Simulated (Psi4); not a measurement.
**C2H3F3 (1,1,2-trifluoroethane): HF/def2-SVP**

Aim: the vertical ionisation energy of C2H3F3 (1,1,2-trifluoroethane) at HF/def2-SVP, from 2 runs. 

Program for the calculation: Psi4 1.11.

8 further runs of the same task are left out: 8 that didn't finish.

### 1 The molecule

The species is C2H3F3 (8 atoms), meant as a singlet with charge 0. As SMILES, `FCC(F)F`. The shape is that of a PBE0-D4/def2-TZVP optimisation. This is one conformer, not always the lowest.

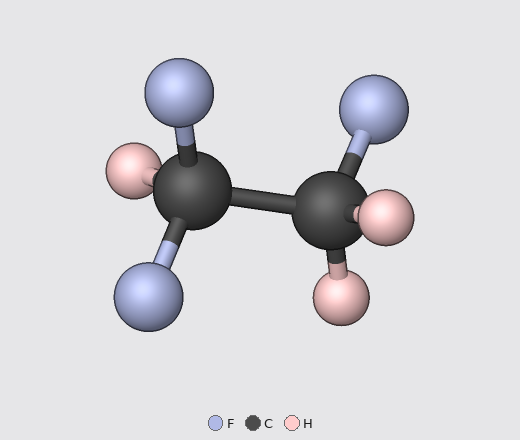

Viewed from a chosen angle; fluorine light blue, carbon dark grey, hydrogen pink.

### 2 Energy and forces at HF/def2-SVP

job.in

```
memory 1600 MB

molecule {
  F
  C 1 r2
  C 2 r3 1 a3
  F 3 r4 2 a4 1 d4
  F 3 r5 4 a5 2 d5
  H 2 r6 1 a6 3 d6
  H 2 r7 6 a7 1 d7
  H 3 r8 4 a8 5 d8

  r2 = 1.372036
  r3 = 1.508762
  a3 = 109.25063
  r4 = 1.351544
  a4 = 110.3984
  d4 = -68.26143
  r5 = 1.356196
  a5 = 107.91194
  d5 = 118.1217
  r6 = 1.093394
  a6 = 109.39208
  d6 = -119.81013
  r7 = 1.092964
  a7 = 110.13062
  d7 = 119.98164
  r8 = 1.094796
  a8 = 108.17325
  d8 = 117.74722
  units angstrom
  symmetry c1
}

set globals {
  basis def2-SVP
  puream true
  e_convergence 1e-09
  d_convergence 1e-08
  scf_type pk
}

E, wfn = gradient('hf', return_wfn=True)
oeprop(wfn, 'LOWDIN_CHARGES', 'QUADRUPOLE', 'DIPOLE')
print_variables()
```

Command:

```sh
$ psi4 job.in job.out -n 1
```

job.out, shortened:

```text
[...]
  Running in c1 symmetry.
[...]
  Nuclear repulsion =  191.359798377413853
[...]
  Multiplicity = 1
[...]
  Nalpha       = 21
  Nbeta        = 21
[...]
    Number of basis functions: 85
[...]
   @RHF iter   1:  -375.41481822294850   -6.12093e-01   4.85293e-03 ADIIS/DIIS
[...]
   @RHF iter  12:  -375.49131695512926   -5.68434e-13   3.40144e-09 DIIS
[...]
    Orbital Energies [Eh]
    ---------------------
    Doubly Occupied:
       1A    -26.315300     2A    -26.309526     3A    -26.293941
       4A    -11.420695     5A    -11.339601     6A     -1.652632
       7A     -1.593128     8A     -1.584802     9A     -1.048227
      10A     -0.903837    11A     -0.799481    12A     -0.780545
      13A     -0.770962    14A     -0.720799    15A     -0.709425
      16A     -0.674904    17A     -0.663882    18A     -0.640741
      19A     -0.608428    20A     -0.554407    21A     -0.522975
[...]
  @RHF Final Energy:  -375.49131695512926
   => Energetics <=
    Nuclear Repulsion Energy =            191.3597983774138527
    One-Electron Energy =                -901.8857545085172660
    Two-Electron Energy =                 335.0346391759741209
    Total Energy =                       -375.4913169551292640
[...]
  -Total Gradient:
     Atom            X                  Y                   Z
    ------   -----------------  -----------------  -----------------
       1       -0.000103640342     0.001321645941    -0.016666957036
       2        0.000697730867    -0.000730273445     0.009654670416
       3        0.008659792332     0.008728393210    -0.007855234978
       4       -0.016557133587    -0.009135688762    -0.005308471499
       5        0.002987092464    -0.000039575256     0.019805679145
       6       -0.003258841454     0.001636577094     0.001586732647
       7        0.003171783667     0.001655797043     0.001605887779
       8        0.004403216052    -0.003436875825    -0.002822306472
[...]
 Multipole Moments:
 ------------------------------------------------------------------------------------
     Multipole            Electronic (a.u.)      Nuclear  (a.u.)        Total (a.u.)
 ------------------------------------------------------------------------------------
 L = 1.  Multiply by 2.5417464519 to convert [e a0] to [Debye]
 Dipole X            :         -1.1718162            1.7326049            0.5607887
 Dipole Y            :         -1.8961158            2.2729610            0.3768452
 Dipole Z            :          0.0866065            0.0978602            0.1844667
 Magnitude           :                                                    0.7003743
 L = 2.  Multiply by 1.3450342976 to convert [e a0^2] to [Debye ang]
 Quadrupole XX       :        -66.6530548           47.0461429          -19.6069119
 Quadrupole XY       :        -36.5242967           35.2325782           -1.2917185
[...]
```

It took 6 s on 1 thread of Intel Xeon Platinum 8375C at 2.90GHz (Ice Lake), shared host; peak memory 0.28 GiB.

### 3 The doublet cation, same level

calc.py

```python
import psi4

psi4.set_memory('1600 MB')
psi4.set_num_threads(1)
psi4.set_output_file('run.log', False)

m = psi4.geometry("""
1 2
F     -1.142800    -0.681000     1.163100
C     -0.188200     0.195100     0.711800
C      0.172900    -0.152400    -0.711300
F      0.824200    -1.335800    -0.756500
F      1.011700     0.803600    -1.182200
H      0.701700     0.118900     1.342500
H     -0.588500     1.211500     0.747300
H     -0.698800    -0.217000    -1.370500
symmetry c1
no_reorient
no_com
""")

options = {'basis': 'def2-SVP', 'reference': 'uhf', 'puream': True, 'e_convergence': 1e-09, 'd_convergence': 1e-08, 'scf_type': 'pk', 'maxiter': 200}
psi4.set_options(options)

e, wfn = psi4.gradient('scf', return_wfn=True)
psi4.oeprop(wfn, 'WIBERG_LOWDIN_INDICES', 'QUADRUPOLE', 'MAYER_INDICES', title='SCF')
print('gradient / Eh bohr^-1')
print(e.np.round(6))
print(f'energy = {wfn.energy():.10f} Eh')
for k, v in sorted(psi4.core.scalar_variables().items()):
    print(f'{k:45s} {v:18.10f}')
```

Command:

```sh
$ python calc.py
```

run.log, shortened:

```text
[...]
  Running in c1 symmetry.
[...]
  Nuclear repulsion =  191.359785586364609
[...]
  Multiplicity = 2
[...]
  Nalpha       = 21
  Nbeta        = 20
[...]
    Number of basis functions: 85
[...]
   @UHF iter   1:  -374.87346058342263   -7.07367e-02   6.05814e-03 DIIS/ADIIS
[...]
   @UHF iter  25:  -375.01063792801625   -8.35598e-12   5.40588e-09 DIIS
[...]
   @S^2 Observed:                7.638226314E-01
[...]
  @UHF Final Energy:  -375.01063792801625
   => Energetics <=
    Nuclear Repulsion Energy =            191.3597855863646089
    One-Electron Energy =                -889.5428934968640533
    Two-Electron Energy =                 323.1724699824831646
    Total Energy =                       -375.0106379280162514
  UHF NO Occupations:
  HONO-2 :   19  A 1.9983875
  HONO-1 :   20  A 1.9970669
[...]
  -Total Gradient:
     Atom            X                  Y                   Z
    ------   -----------------  -----------------  -----------------
       1       -0.054072366567    -0.042840183379     0.032638252524
       2        0.104614318018     0.003291056277    -0.145940999069
       3       -0.159605756867     0.047502062617     0.142392885667
       4        0.041784797847    -0.067981924734    -0.012520627077
       5        0.051240519635     0.049455492812    -0.037791752060
       6       -0.015634413644     0.013330456813     0.015037016860
       7        0.002715272242     0.002081077912     0.016359821690
       8        0.028957629336    -0.004838038318    -0.010174598534
[...]
 Multipole Moments:
 ------------------------------------------------------------------------------------
     Multipole            Electronic (a.u.)      Nuclear  (a.u.)        Total (a.u.)
 ------------------------------------------------------------------------------------
 L = 1.  Multiply by 2.5417464519 to convert [e a0] to [Debye]
 Dipole X            :        -10.7677824           10.5078221           -0.2599603
 Dipole Y            :         18.5634080          -18.0453727            0.5180353
 Dipole Z            :         11.7905874          -11.8260951           -0.0355077
 Magnitude           :                                                    0.5806899
 L = 2.  Multiply by 1.3450342976 to convert [e a0^2] to [Debye ang]
 Quadrupole XX       :       -121.2322180          102.8410527          -18.3911654
 Quadrupole XY       :        -13.4193990           12.6995648           -0.7198342
[...]
```

The script printed:

```text
gradient / Eh bohr^-1
[[-0.054072 -0.04284   0.032638]
 [ 0.104614  0.003291 -0.145941]
 [-0.159606  0.047502  0.142393]
 [ 0.041785 -0.067982 -0.012521]
 [ 0.051241  0.049455 -0.037792]
 [-0.015634  0.01333   0.015037]
 [ 0.002715  0.002081  0.01636 ]
 [ 0.028958 -0.004838 -0.010175]]
energy = -375.0106379280 Eh
CURRENT ENERGY                                   -375.0106379280
CURRENT REFERENCE ENERGY                         -375.0106379280
DD SOLVATION ENERGY                                 0.0000000000
HF KINETIC ENERGY                                 374.2912132462
HF POTENTIAL ENERGY                              -749.3018511742
HF TOTAL ENERGY                                  -375.0106379280
HF VIRIAL RATIO                                     2.0019220988
NUCLEAR REPULSION ENERGY                          191.3597855864
ONE-ELECTRON ENERGY                              -889.5428934969
PCM POLARIZATION ENERGY                             0.0000000000
PE ENERGY                                           0.0000000000
SCF ITERATION ENERGY                             -375.0106379280
SCF ITERATIONS                                     25.0000000000
SCF TOTAL ENERGY                                 -375.0106379280
TWO-ELECTRON ENERGY                               323.1724699825
```

It took 5.7 s on 1 thread of Intel Xeon Platinum 8375C at 2.90GHz (Ice Lake), shared host; peak memory 0.29 GiB.

### 4 Summary of results

Level: HF/def2-SVP.

| quantity | value |
| --- | --- |
| singlet C2H3F3: total energy | -375.49132 Eh |
| singlet C2H3F3: dipole moment | 1.78 D |
| singlet C2H3F3: HOMO energy | -14.23 eV |
| singlet C2H3F3: LUMO energy | 5.11 eV |
| singlet C2H3F3: HOMO–LUMO gap | 19.34 eV |
| singlet C2H3F3: largest force on an atom | 1.030 eV/Å |
| doublet cation: total energy | -375.01064 Eh |
| doublet cation: HOMO energy (highest over α and β) | -22.61 eV |
| doublet cation: LUMO energy (lowest over α and β) | -11.87 eV |
| doublet cation: ⟨S²⟩ | 0.764 |
| doublet cation: largest force on an atom | 11.267 eV/Å |
| vertical ionisation energy (to the doublet cation) | 13.080 eV |

In words: Removing an electron at fixed nuclei costs 13.08 eV (1262 kJ/mol). The largest force (singlet C2H3F3) is 1.03 eV/Å: the shape isn't a stationary point for this species at this level. The negative HOMO energy of the first species, 14.23 eV, lies 1.15 eV above that difference.
